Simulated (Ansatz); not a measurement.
Consider NiO in the rock salt structure (space group Fm-3m, No. 225; a = 4.1906 Å; ferromagnetic). Axes: x, y, z lie along the cube axes.

The change: the cell is compressed by 0.41 % along z with no lateral relaxation, atoms relaxed at fixed cell.

All numbers come from plane-wave PAW DFT at the r2SCAN level (Ansatz, a program for electronic structure, 500 eV), no spin-orbit coupling, earlier PAW set.

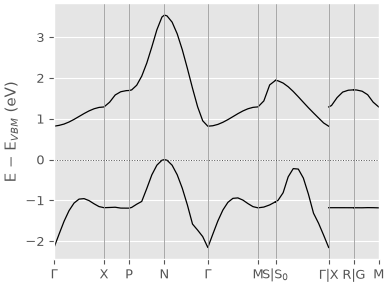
*Highest valence and lowest conduction band along the path of the changed cell's own zone*

### Question
Read the changed gap and its character from the plot.

### Answer
About 0.8 eV, indirect, N → Γ.

The cells carry an imposed strain or load. Stability against distortions was not tested. No Hubbard U is applied and the magnetic state is the run's own (NiO ferromagnetic); small cells can't hold the antiferromagnetic order that many such compounds have, so gaps and moments can be off. A gap here joins edges of opposite spin (a spin-flip gap). In its common phase, real NiO is an antiferromagnetic insulator at low temperature. Labels are those of the standard path for the cell's own space group.
